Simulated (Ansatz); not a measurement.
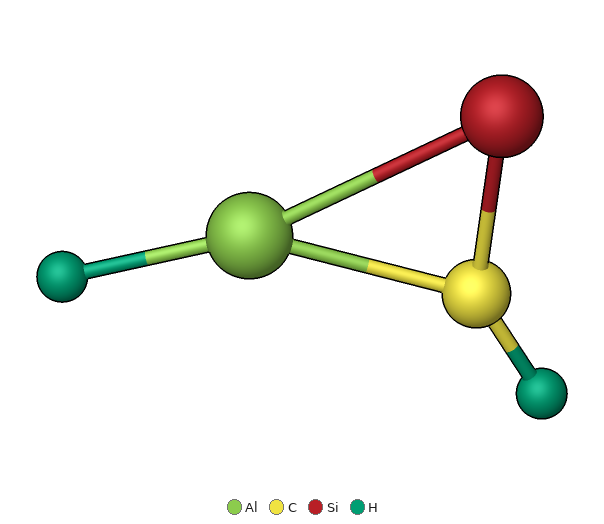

A ball-and-stick model of a molecule.

The species is neutral and a spin doublet. The geometry was computed by an optimisation with PBE0-D4/def2-TZVP. No frequency run is at hand to confirm it as a minimum.

Describe the molecule.

The molecule is CH₂AlSi. The point group is Cs. It is an open-shell species. All atoms lie on one plane. Coordination, clear cases only: 1 Al T-shaped.

The parts below concern this one geometry. Atoms keep their numbers from picture to picture.

**Charges**

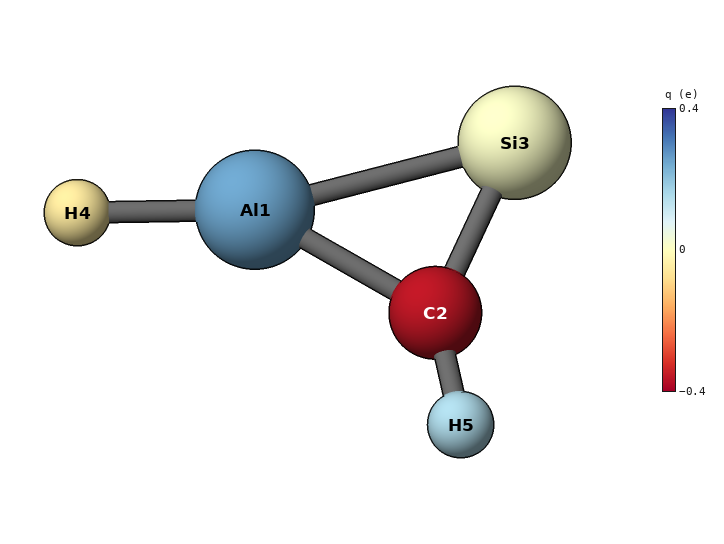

Atoms are coloured by their Mulliken charges. No frequency run is at hand to confirm it as a minimum. Method: UKS PBE0-D4/def2-TZVP (Ansatz 0.2.0).

Which atom carries the highest charge (most positive or least negative)?

Answer. Al1 (0.25 e).

And the lowest?

Answer. C2 (−0.36 e).

Give the Mulliken charges atom by atom.

| atom | value (e) |
| --- | --- |
| Al1 | 0.25 |
| C2 | −0.36 |
| Si3 | 0.01 |
| H4 | −0.05 |
| H5 | 0.15 |

**Electronic properties**

No frequency run is at hand to confirm it as a minimum. Properties computed with UKS PBE0-D4/def2-TZVPP (Ansatz 0.2.0).

What is the HOMO energy (Kohn–Sham orbital)?

Answer. −5.56 eV.

What is the ⟨S²⟩ of the determinant?

Answer. 0.762.

**Dipole moment**

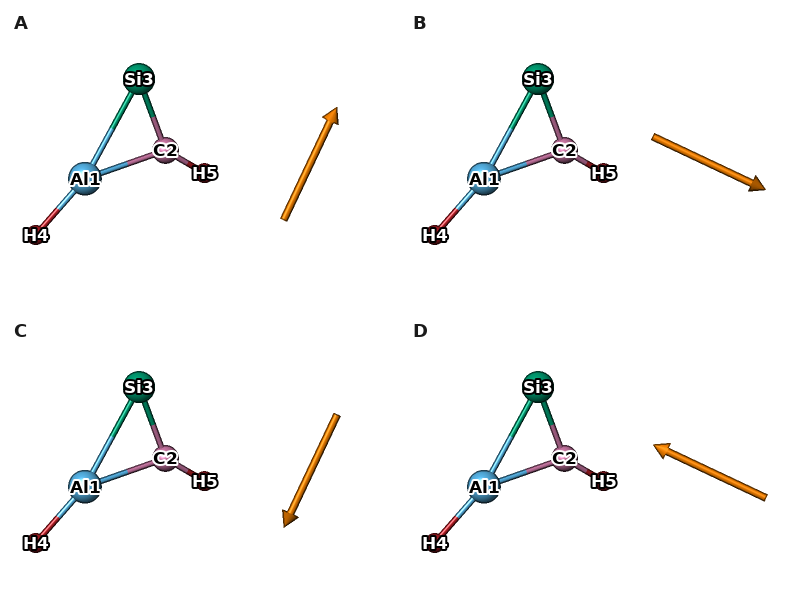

The same molecule four times, each with an arrow. No frequency run is at hand to confirm it as a minimum. Level of theory: UKS PBE0-D4/def2-TZVP (Ansatz 0.2.0).

Which arrow points along the dipole moment, from the negative to the positive end?

Answer. C. The dipole moment is 1.08 D; it points from the side of Si3 to the side of H4 (the outermost atoms at the two ends).

Mulliken values depend strongly on the basis set and can even reverse the polarity of a bond.
